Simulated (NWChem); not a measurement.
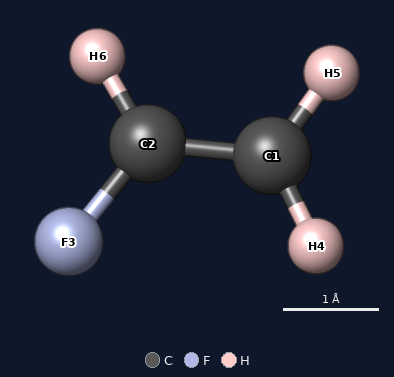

Fig. 1: The input geometry (ball-and-stick view, seen at an oblique angle; atoms are numbered from 1 in the order of the input). Bond lengths as drawn: C–C 1.32 Å, C–F 1.34 Å and C–H 1.08 Å.

Energy and gradient calculation of C$_{2}$H$_{3}$F

C$_{2}$H$_{3}$F, computed with PBE0/def2-TZVP, RKS (NWChem 7.3.0).

The geometry comes from this level: PBE0-D4/def2-TZVP.

What the program printed
```
Northwest Computational Chemistry Package (NWChem) 7.3.0
             --------------------------------------------------------

           Job information
           ---------------

    nwchem branch   = 7.3.0
    use scalapack   = T
    input           = job.nw
    prefix          = job.
    data base       = ./job.db
    status          = startup
    nproc           =        1

           Memory information
           ------------------

    heap     =     72089594 doubles =      550.0 Mbytes
    stack    =     72089599 doubles =      550.0 Mbytes
    global   =    144179200 doubles =     1100.0 Mbytes (distinct from heap & stack)
    total    =    288358393 doubles =     2200.0 Mbytes
    verify   = yes
    hardfail = no

           Directory information
           ---------------------

  0 permanent = .
  0 scratch   = .

                                NWChem Input Module
                                -------------------

 Scaling coordinates for geometry "geometry" by  1.889725989
 (inverse scale =  0.529177249)

                             Geometry "geometry" -> ""
                             -------------------------

 Output coordinates in angstroms (scale by  1.889725989 to convert to a.u.)

  No.       Tag          Charge          X              Y              Z
 ---- ---------------- ---------- -------------- -------------- --------------
    1 C                    6.0000    -0.53620000     0.07640000    -0.44280000
    2 C                    6.0000     0.49000000    -0.01630000     0.37660000
    3 F                    9.0000     0.96620000    -1.19240000     0.79550000
    4 H                    1.0000    -1.04390000    -0.80330000    -0.81660000
    5 H                    1.0000    -0.88020000     1.05410000    -0.74970000
    6 H                    1.0000     1.04610000     0.81740000     0.79070000

      Atomic Mass
      -----------

      C                 12.000000
      F                 18.998400
      H                  1.007825

 Effective nuclear repulsion energy (a.u.)      67.7933027297

            Nuclear Dipole moment (a.u.)
            ----------------------------
        X                 Y               Z
 ---------------- ---------------- ----------------
    14.2496677895   -17.5797429266    11.3132225758

            XYZ format geometry
            -------------------
     6
 geometry
 C                    -0.53620000     0.07640000    -0.44280000
 C                     0.49000000    -0.01630000     0.37660000
 F                     0.96620000    -1.19240000     0.79550000
 H                    -1.04390000    -0.80330000    -0.81660000
 H                    -0.88020000     1.05410000    -0.74970000
 H                     1.04610000     0.81740000     0.79070000

 ==============================================================================
                                internuclear distances
 ------------------------------------------------------------------------------
       center one      |      center two      | atomic units |  angstroms
 ------------------------------------------------------------------------------
    2 C                |   1 C                |     2.48777  |     1.31647
    3 F                |   2 C                |     2.52507  |     1.33621
    4 H                |   1 C                |     2.04524  |     1.08229
    5 H                |   1 C                |     2.04267  |     1.08094
    6 H                |   2 C                |     2.04910  |     1.08433
 ------------------------------------------------------------------------------
                         number of included internuclear distances:          5
 ==============================================================================

 ==============================================================================
                                 internuclear angles
 ------------------------------------------------------------------------------
        center 1       |       center 2       |       center 3       |  degrees
 ------------------------------------------------------------------------------
    2 C                |   1 C                |   4 H                |   121.56
    2 C                |   1 C                |   5 H                |   119.24
    4 H                |   1 C                |   5 H                |   119.20
    1 C                |   2 C                |   3 F                |   122.34
    1 C                |   2 C                |   6 H                |   125.69
    3 F                |   2 C                |   6 H                |   111.98
 ------------------------------------------------------------------------------
                            number of included internuclear angles:          6
 ==============================================================================

 Summary of "ao basis" -> "" (spherical)
 ------------------------------------------------------------------------------
       Tag                 Description            Shells   Functions and Types
 ---------------- ------------------------------  ------  ---------------------
 *                         def2-TZVP                  on all atoms

                                 NWChem DFT Module
                                 -----------------

                      Basis "ao basis" -> "ao basis" (spherical)
                      -----
  [basis functions not shown]

 Summary of "ao basis" -> "ao basis" (spherical)
 ------------------------------------------------------------------------------
       Tag                 Description            Shells   Functions and Types
 ---------------- ------------------------------  ------  ---------------------
 C                         def2-TZVP                11       31   5s3p2d1f
 F                         def2-TZVP                11       31   5s3p2d1f
 H                         def2-TZVP                 4        6   3s1p

  Caching 1-el integrals
   Time after variat. SCF:      0.4

     ---------------------------------------------
      Total Density - Mulliken Population Analysis
     ---------------------------------------------

    Atom       Charge   Shell Charges
 -----------   ------   -------------------------------------------------------
    1 C    6     6.53   0.86  1.12  0.58  0.66  0.11  1.30  1.38  0.49  0.01  0.02  0.01
    2 C    6     5.61   0.86  1.12  0.55  0.59  0.11  1.01  1.01  0.23  0.03  0.08  0.01
    3 F    9     9.34   0.77  1.20  0.61  1.00  0.31  2.31  2.30  0.82  0.00  0.01  0.00
    4 H    1     0.83   0.24  0.44  0.13  0.02
    5 H    1     0.82   0.24  0.44  0.12  0.02
    6 H    1     0.87   0.24  0.46  0.15  0.02
   Time prior to 1st pass:      0.4

           Memory utilization after 1st SCF pass:
           Heap Space remaining (MW):       37.50            37498578
          Stack Space remaining (MW):       72.09            72088852

   convergence    iter        energy       DeltaE   RMS-Dens  Diis-err    time
 ---------------- ----- ----------------- --------- --------- ---------  ------
 d= 0,ls=0.0,diis     1   -177.6554761223 -2.45D+02  5.96D-03  5.46D-01     2.3
 d= 0,ls=0.0,diis     2   -177.6481029779  7.37D-03  3.19D-03  6.35D-01     4.0
 d= 0,ls=0.0,diis     3   -177.7024408477 -5.43D-02  6.82D-04  3.47D-02     5.9
 d= 0,ls=0.0,diis     4   -177.7056435995 -3.20D-03  2.17D-04  1.08D-03     7.8
 d= 0,ls=0.0,diis     5   -177.7057293697 -8.58D-05  9.65D-05  5.14D-04     9.6
  Resetting Diis
 d= 0,ls=0.0,diis     6   -177.7057814986 -5.21D-05  1.61D-05  6.66D-06    11.6
 d= 0,ls=0.0,diis     7   -177.7057821096 -6.11D-07  8.22D-06  6.22D-07    13.5
 d= 0,ls=0.0,diis     8   -177.7057821179 -8.29D-09  3.97D-06  5.79D-07    15.3

         Total DFT energy =     -177.705782117862
      One electron energy =     -377.662981731165
           Coulomb energy =      154.380508214792
    Exchange-Corr. energy =      -22.216611331217
 Nuclear repulsion energy =       67.793302729728

 Numeric. integr. density =       23.999999914682

     Total iterative time =     14.9s

     ---------------------------------------------
      Total Density - Mulliken Population Analysis
     ---------------------------------------------

    Atom       Charge   Shell Charges
 -----------   ------   -------------------------------------------------------
    1 C    6     6.30   0.85  1.12  0.52  0.62  0.09  1.33  1.27  0.46  0.01  0.02  0.00
    2 C    6     5.91   0.85  1.12  0.54  0.56  0.09  1.25  1.11  0.22  0.03  0.10  0.02
    3 F    9     9.19   0.77  1.20  0.61  0.99  0.34  2.27  2.14  0.85  0.00  0.02  0.00
    4 H    1     0.86   0.27  0.47  0.09  0.02
    5 H    1     0.86   0.27  0.48  0.09  0.02
    6 H    1     0.88   0.27  0.48  0.11  0.02

     -------------------------------------------
      Total Density - Lowdin Population Analysis
     -------------------------------------------

    Atom       Charge   Shell Charges
 -----------   ------   -------------------------------------------------------
    1 C    6     6.24   0.91  1.04  0.37  0.37  0.18  1.14  1.37  0.63  0.02  0.19  0.03
    2 C    6     6.32   0.91  1.03  0.37  0.34  0.17  1.08  1.22  0.51  0.05  0.53  0.10
    3 F    9     8.83   0.86  1.10  0.59  0.68  0.36  2.13  2.12  0.95  0.00  0.03  0.00
    4 H    1     0.87   0.25  0.39  0.16  0.06
    5 H    1     0.87   0.25  0.39  0.16  0.06
    6 H    1     0.88   0.26  0.39  0.16  0.06

                         DFT ENERGY GRADIENTS

    atom               coordinates                        gradient
                 x          y          z           x          y          z
   1 C      -1.013271   0.144375  -0.836771    0.000069  -0.000039   0.000055
   2 C       0.925966  -0.030803   0.711671   -0.000009   0.000048  -0.000027
   3 F       1.825853  -2.253309   1.503277   -0.000038   0.000010  -0.000026
   4 H      -1.972685  -1.518017  -1.543150   -0.000007  -0.000004  -0.000000
   5 H      -1.663337   1.991960  -1.416728    0.000011  -0.000003   0.000010
   6 H       1.976842   1.544662   1.494206   -0.000026  -0.000012  -0.000011

 Task  times  cpu:       21.5s     wall:       21.5s
 Total times  cpu:       21.5s     wall:       21.5s
```

The run was set up as follows.

Input
```
start job
memory 2200 mb

geometry noautosym nocenter noautoz
 C     -0.536200     0.076400    -0.442800
 C      0.490000    -0.016300     0.376600
 F      0.966200    -1.192400     0.795500
 H     -1.043900    -0.803300    -0.816600
 H     -0.880200     1.054100    -0.749700
 H      1.046100     0.817400     0.790700
end

basis spherical bse
 * library def2-TZVP
end

dft
 xc pbe0
 grid fine
 convergence energy 1e-08
 iterations 100
 mulliken
 print low
end

task dft gradient
```

Run as:
```bash
nwchem job.nw > job.out
```

Key numbers

| quantity | value |
| --- | --- |
| outcome | converged |
| total energy | −177.705782 hartree |
| largest force | 0.005 eV/Å |
| hardware | 1 thread of Intel Xeon (Sapphire Rapids), 16 GiB of memory available, shared host |
| wall time | 22 s |
| peak memory | 0.13 GiB |
